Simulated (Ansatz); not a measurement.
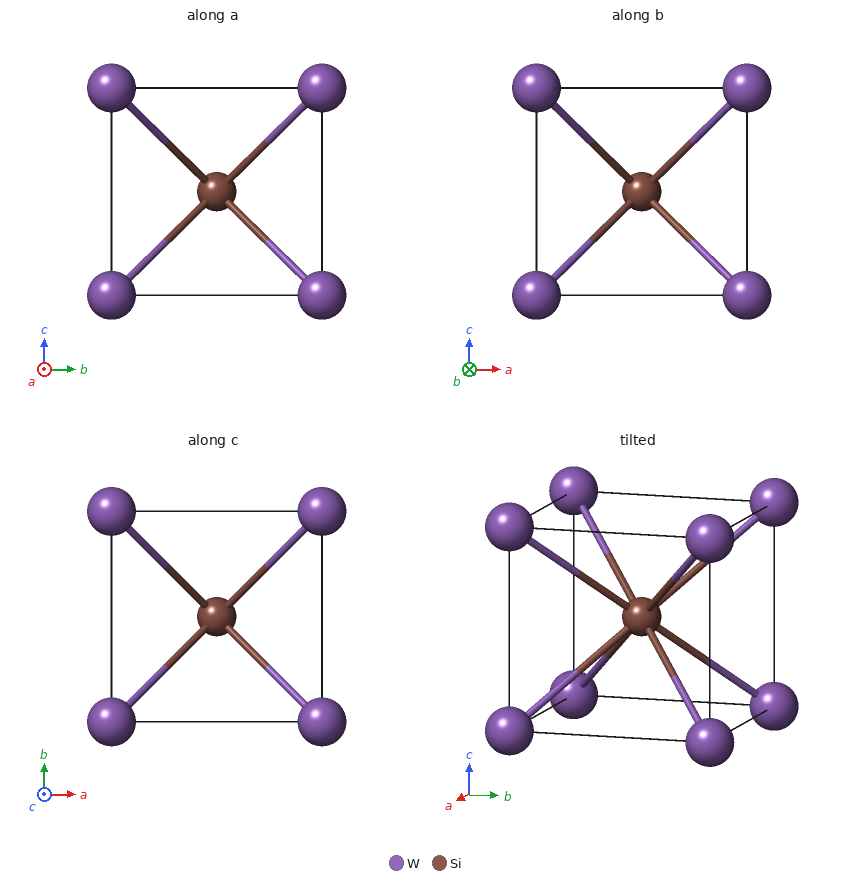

A ball-and-stick rendering, viewed along the a axis, along the b axis, along the c axis and slightly off an axis. One unit cell is framed, with atoms on its boundary repeated.

Lattice parameters: a = 3.0725 Å, b = 3.0725 Å, c = 3.0265 Å, α = 90.000°, β = 90.000°, γ = 90.000°.

### Record the structure as a CIF in P1 with every atom of the cell.

```cif
data_structure
_symmetry_space_group_name_H-M 'P 1'
_symmetry_Int_Tables_number 1
_cell_length_a 3.0725
_cell_length_b 3.0725
_cell_length_c 3.0265
_cell_angle_alpha 90.000
_cell_angle_beta 90.000
_cell_angle_gamma 90.000
_cell_volume 28.57
loop_
_atom_site_label
_atom_site_type_symbol
_atom_site_fract_x
_atom_site_fract_y
_atom_site_fract_z
_atom_site_occupancy
W1 W 0.0000 0.0000 0.0000 1
Si1 Si 0.5000 0.5000 0.5000 1
```

The model was built from a structure type filled with these elements by a generator (whether the compound takes this form wasn't checked). The cell was then strained or its atoms displaced on purpose. It was run through Ansatz as a DFT input.
